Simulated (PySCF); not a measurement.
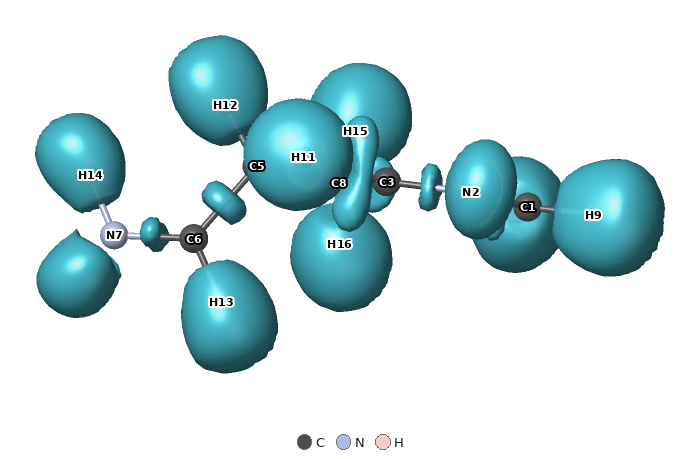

C₆H₈N₂ (SMILES [H]/N=C\[C@H]1C=C(N=C)C1). Isosurface of the ELF at 0.85 (cyan), seen from one side. Only the valence region is drawn (cores and ρ < 0.01 e/Å³ removed).

Geometry: GFN2-xTB.

Computed with PBE0/pcSseg-1, SCF density, gas phase, non-relativistic in PySCF 2.14.0.

```xyz
16

C     3.0182   -0.2693    1.0273
N     2.2860    0.6221    0.5124
C     0.9891    0.3662    0.1803
C     0.0379    1.1374   -0.3678
C    -1.0120    0.0539   -0.3345
C    -2.1531    0.3411    0.5910
N    -3.3808    0.2897    0.3505
C     0.0943   -0.8597    0.2747
H     4.0374   -0.0097    1.2706
H     2.6958   -1.2908    1.2485
H    -0.0106    2.1576   -0.6972
H    -1.3783   -0.2657   -1.3143
H    -1.8672    0.6382    1.5966
H    -3.6268    0.0127   -0.6001
H     0.3781   -1.6951   -0.3628
H    -0.1155   -1.2196    1.2808
```

Q: Identify the bonds, lone pairs and shells in this picture.

A: The ELF exceeds this value in five regions between bonded C–C atoms (shared pairs), three regions between bonded C–N atoms (shared pairs), eight regions around hydrogen nuclei and two lobes on N, pointing away from the bonds (lone pairs). Along the contacts the grid gives the following. C–N (1.25 Å): the ELF peaks at about 0.90 between the atoms (a short, multiple covalent bond). C–C (1.34 Å): the ELF peaks at about 0.90 between the atoms (a multiple bond).
